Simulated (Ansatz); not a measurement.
**SiF4···H2: density, localisation and related maps**

The calculation's input:

```
crystal:
  periodic: [false, false, false]
  atoms:
    - { symbol: Si, position_ang: [-0.685524, 0.229969, -0.205569] }
    - { symbol: H, position_ang: [1.674476, -0.959025, 0.462636] }
    - { symbol: F, position_ang: [-0.142013, -0.584687, -1.473211] }
    - { symbol: F, position_ang: [-0.9763, -0.763927, 1.016457] }
    - { symbol: F, position_ang: [-2.05175, 0.965429, -0.612669] }
    - { symbol: H, position_ang: [1.786968, -0.270773, 0.569508] }
    - { symbol: F, position_ang: [0.394043, 1.383014, 0.242948] }
basis:
  gaussian: { orbitals: def2-SVP }
hamiltonian:
  xc: pbe
relax:
  f_tol: 0.03
  max_steps: 50
output:
  orbitals: {}
```

Command:

```sh
ansatz run input.yaml --threads 2 --pin off --max-ram 3072MiB --backend cpu --events-out ev --progress --plain --runs-dir out
```

The fields are those of the relaxed geometry.

Method: RKS PBE/def2-SVP in Ansatz 0.2.0.

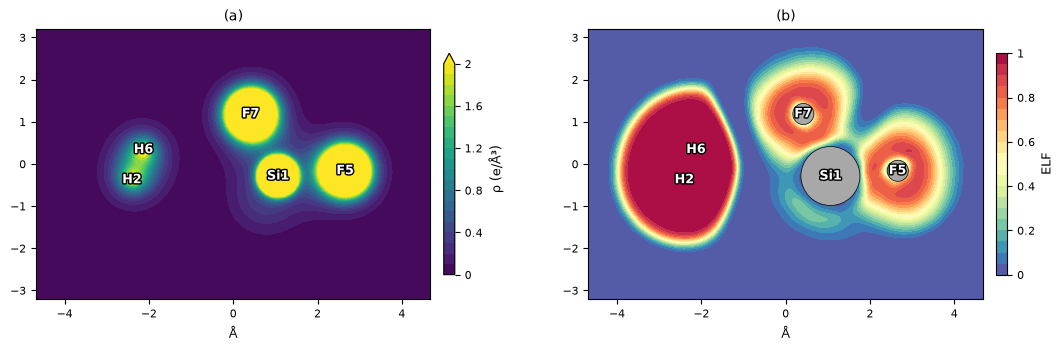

Figure 1. (a) total electron density; (b) ELF on the plane of atoms F5, Si1 and F7. Grey discs cover the atomic cores in the ELF map.

### What do the fields say about this system?

The section cuts through Si, H and F sites. Si1···H6 (3.24 Å): the density falls to about 0.03 e/Å³ on the way; the ELF dips to about 0 between them; a weak contact between the two molecules. Si–F (1.60 Å): the density is about 1.1 e/Å³ at the midpoint; the ELF peaks at about 0.85 in the valence shell of F, 0.6 Å from its nucleus, and is about 0.50 at the midpoint. H–H (0.77 Å): ρ at the midpoint is about 1.6 e/Å³; the ELF peaks at about 1 between the atoms. The ELF also peaks beside F5 and F7, away from the bonds: lone-pair regions.

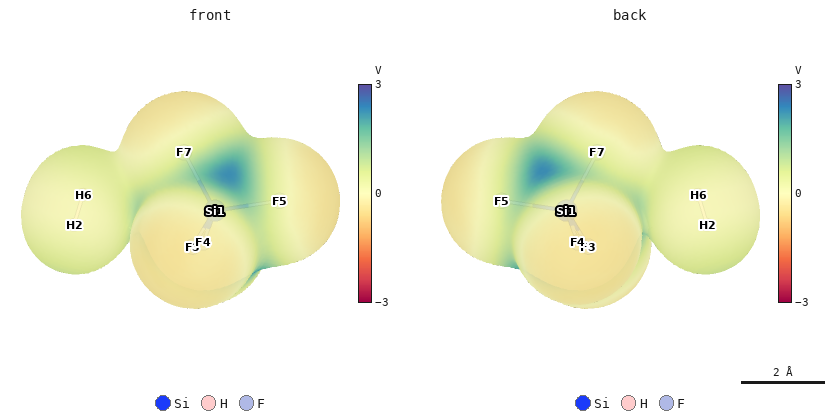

Figure 2. The molecular electrostatic potential painted on the density surface at 0.002 e/bohr³, seen from the front and from behind; red is negative and blue positive.

### Where is the surface potential most negative and most positive?

The most negative region (about −0.4 V) lies over F3, F4, F5 and F7, the most positive (about +2.2 V) over Si1.

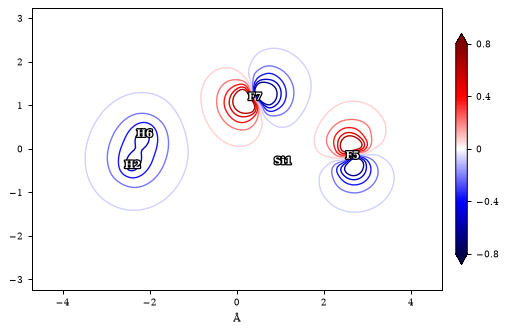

Figure 3. The HOMO on the plane of atoms F5, Si1 and F7 (values in Å⁻³ᐟ²; the overall sign is arbitrary).

### Where does this orbital lie, and at what energy?

By Hirshfeld shares it lies mainly on F7 (about 35 %), F5 (about 25 %), H2 (about 15 %) and H6 (about 15 %). Its energy is −10.13 eV.
